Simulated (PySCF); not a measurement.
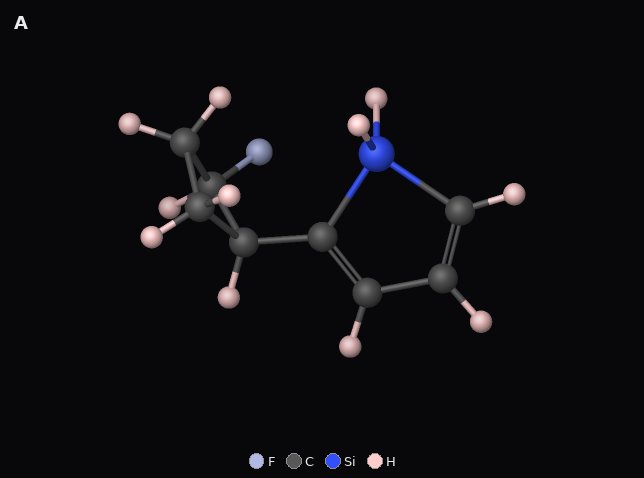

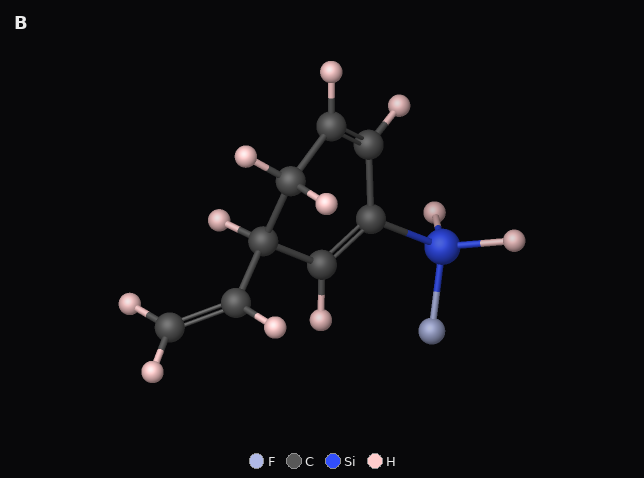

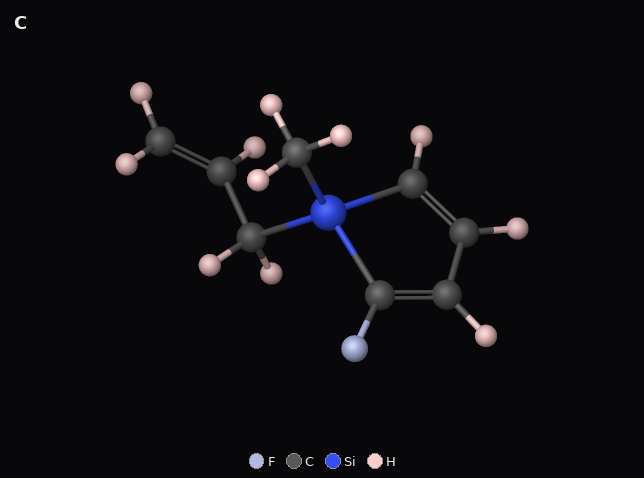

3 stationary structures of one formula. Geometries: GFN2-xTB. Electronic energies: PBE0/pcSseg-1 (PySCF 2.14.0), without zero-point energy. No frequency run is at hand to confirm each as a minimum. Each is one conformer, not always the lowest.

> How are they related?

They are constitutional isomers of C8H11FSi: A `F[C@@H]1CC[C@@H]1C1=CC=C[SiH2]1`, B `C=C[C@@H]1C=C([SiH2]F)C=CC1`, C `C=CC[Si@]1(C)C=CC=C1F`.

> Which is lowest in energy, and by how much?

B is lowest; C lies 1.235 eV above it, A lies 1.753 eV above it.

The geometry is semi-empirical. Around Si such bond lengths and angles can be off by a tenth of an ångström or more and by several degrees, and values that hang on the shape move with them.
